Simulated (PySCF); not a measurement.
**C₃H₄F₂O: electronic excitations**

Aim: predict the electronic excitations of C₃H₄F₂O (`CC(=O)C(F)F`).

Computed with PySCF 2.14.0, with density-fitted response routines of our own, on a single molecule in the gas phase. Atoms count from 0, in the outputs and in this text.

## Step 1: The starting structure

10 atoms, charge 0, multiplicity 1; geometry from: GFN2-xTB.

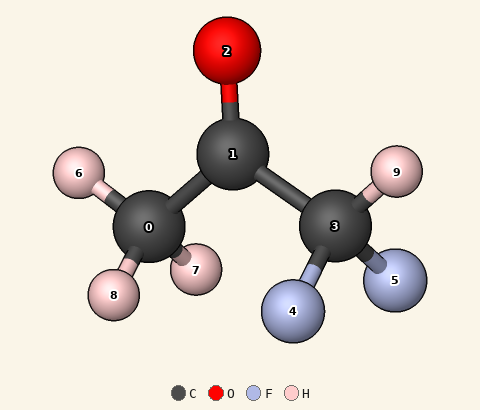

The starting geometry (carbon dark grey, oxygen red, fluorine light blue, hydrogen pink), atoms numbered; sticks join atoms by distance.

## Step 2: TDDFT and polarisability: PBE0/def2-SVPD

Job settings and geometry (Å):

```
{"job": {"kind": "uv", "xc": "PBE0", "basis": "def2-SVPD", "nstates": 8, "ntriplets": 3}, "charge": 0, "multiplicity": 1}
C      1.271242     0.134719    -0.118993
C      0.023097     0.168870     0.694279
O     -0.064361     0.434228     1.859222
C     -1.249209    -0.187274    -0.121278
F     -1.388527     0.672732    -1.158819
F     -1.121064    -1.422753    -0.662261
H      2.132767     0.393221     0.489544
H      1.394523    -0.861958    -0.542141
H      1.173978     0.832275    -0.950457
H     -2.163562    -0.159406     0.488376
```

Level: TDDFT PBE0/def2-SVPD, vertical, gas phase, core orbitals frozen in the response.

Launch:

```console
OMP_NUM_THREADS=1 python probes_run.py task.json out
```

The driver reads the jobs from task.json and runs them one after another.

Output:

```text
coarse grid: 9000 points
cycle   1  E = -390.7236862233  dE =  8.305e-01  |g| = 9.354e-01  |ddm| = 3.840e+00
cycle   2  E = -390.2394038701  dE =  4.843e-01  |g| = 1.857e+00  |ddm| = 2.548e+00
cycle   3  E = -390.8841709578  dE = -6.448e-01  |g| = 1.995e-01  |ddm| = 1.858e+00
cycle   4  E = -390.8908196663  dE = -6.649e-03  |g| = 8.770e-02  |ddm| = 2.418e-01
cycle   5  E = -390.8921377757  dE = -1.318e-03  |g| = 1.519e-02  |ddm| = 7.805e-02
cycle   6  E = -390.8921840351  dE = -4.626e-05  |g| = 4.634e-03  |ddm| = 2.168e-02
cycle   7  E = -390.8921883948  dE = -4.360e-06  |g| = 9.499e-04  |ddm| = 6.073e-03
final grid: 89528 points
cycle   8  E = -390.9509904097  dE = -1.344e-05  |g| = 1.142e-02  |ddm| = 6.932e-02
cycle   9  E = -390.9509211437  dE =  6.927e-05  |g| = 2.222e-02  |ddm| = 2.750e-02
cycle  10  E = -390.9510152672  dE = -9.412e-05  |g| = 1.782e-03  |ddm| = 1.851e-02
cycle  11  E = -390.9510158903  dE = -6.231e-07  |g| = 2.481e-04  |ddm| = 1.915e-03
cycle  12  E = -390.9510158980  dE = -7.721e-09  |g| = 1.090e-04  |ddm| = 2.930e-04
cycle  13  E = -390.9510159001  dE = -2.129e-09  |g| = 1.816e-05  |ddm| = 1.272e-04
cycle  14  E = -390.9510159002  dE = -7.594e-11  |g| = 4.407e-06  |ddm| = 3.300e-05
converged SCF energy = -390.9510159002

Static polarisability (au): isotropic 41.750, principal 35.261 43.675 46.315

Singlet excitations
state   eV       nm        f      main configurations
  1   4.2629    290.8   0.00001   H->L 0.99
  2   7.5799    163.6   0.00002   H-1->L 0.97
  3   7.6278    162.5   0.03677   H->L+1 0.97
  4   8.3510    148.5   0.02623   H->L+2 0.95
  5   8.5948    144.3   0.03165   H->L+4 0.77, H-2->L 0.18
  6   8.6077    144.0   0.00014   H->L+3 0.66, H-3->L 0.30
  7   8.6943    142.6   0.00306   H-3->L 0.64, H->L+3 0.31
  8   8.8903    139.5   0.15071   H-2->L 0.65, H->L+4 0.17

Triplet excitations (Tamm-Dancoff, eV): 3.6098 5.9321 7.1520
```

Wall time 33 s (1 thread of Intel Xeon at 2.70GHz, shared host); peak memory 0.64 GiB.

The orbitals next to the gap, with their largest atomic shares:

```tsv
orbital	eV	atoms
HOMO−3	-11.84	C0 31 %, H6 15 %, F4 11 %
HOMO−2	-11.07	O2 42 %, C0 20 %, C1 17 %
HOMO−1	-10.89	F4 19 %, F5 19 %, C3 17 %
HOMO	-8.10	O2 55 %, C1 13 %, C3 10 %
LUMO	-1.49	C1 38 %, O2 35 %, C0 7 %
LUMO+1	0.68	C0 25 %, C3 14 %, C1 13 %
LUMO+2	1.39	H9 24 %, C3 18 %, F4 12 %
```

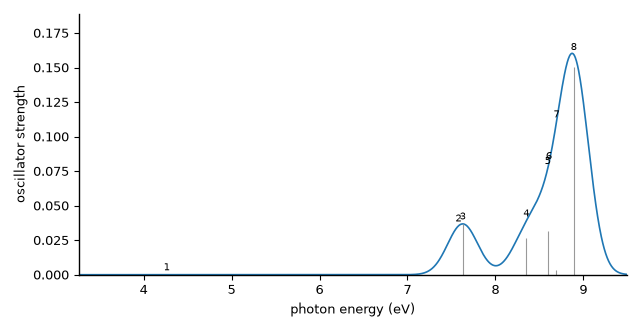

Absorption spectrum from the 8 singlet states computed; above the last one it falls off for lack of states. Lines are broadened to a width of 0.40 eV (Gaussian).

Ground-state properties from the same run:

```tsv
property	computed
dipole moment (D)	1.25
polarisability (Å³)	6.19
HOMO–LUMO gap (eV)	6.61
−ε(HOMO) (eV)	8.10
```

## Step 3: Outcome

| quantity | value |
| --- | --- |
| lowest singlet (PBE0/def2-SVPD) | 4.26 eV (291 nm), f = 0.000 |
| brightest single state of those computed | state 8, 8.89 eV, f = 0.151 |
| lowest triplet | 3.61 eV |

What this shows: The lowest singlet, at 4.26 eV, is HOMO→LUMO 0.99 and is dark; of the 8 states computed, the strongest absorption comes from state 8 at 8.89 eV (the last computed, so partners may be missing). The lowest triplet lies 0.65 eV below the lowest singlet (triplets in Tamm-Dancoff, singlets in full TDDFT). States above −ε(HOMO) lie where TDDFT describes them poorly and they hang on the basis; the brightest is among them.
